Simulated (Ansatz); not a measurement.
# Pt, response to strain

Start from Pt in the fcc (Cu type) structure (space group Fm-3m, No. 225; a = 3.9415 Å; relaxed with 0.1 eV smearing).

Strains are applied to the cell and any free atomic positions relax.

Level of theory: Kohn–Sham DFT with the r2SCAN functional, run in Ansatz (a quantum-chemistry and plane-wave program) with PAW and 500 eV plane waves, no spin-orbit coupling, earlier PAW set.

Notes on the quantities. energy relative to the base: free energy F.

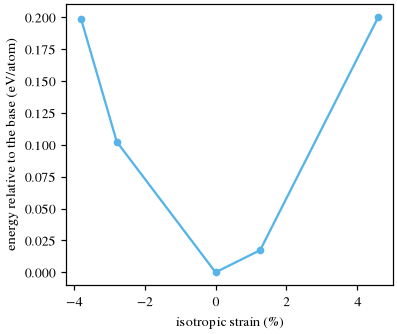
Energy relative to the base against isotropic strain

Task: From the plot, what is the energy relative to the base for isotropic strain +1.26 %?

Result: About 0.02 eV/atom.

Task: Is the trend monotonic over the range shown?

Result: No, it turns within the range, spanning 0 meV/atom to +0.200 eV/atom.

Whether these cells are dynamically stable was not tested. All final runs are without spin polarisation. Pt lies near a magnetic instability that expansion can trigger; it was not tested.
